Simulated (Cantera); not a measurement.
A closed system holds: 1 mol Si, a varied amount of Cl2, 1.3 mol H2, equilibrated at 725 K and 29.0 bar.

Method: chemical equilibrium by Gibbs-energy minimisation in Cantera with the NASA 1993 tables (ideal gas, pure condensed phases). Candidate condensed phases: Si; 19 gas species. Rates play no part.

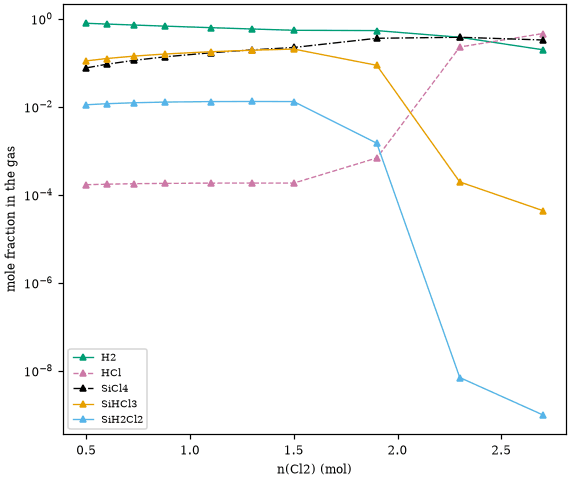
Figure: Equilibrium gas composition (values under 1e-9 drawn at 1e-9)

### Question
Read off the mole fractions at 1.3 mol Cl2.

### Answer
H2 about 0.59, SiCl4 about 0.20, SiHCl3 about 0.20, SiH2Cl2 about 0.013, HCl about 0.00019.
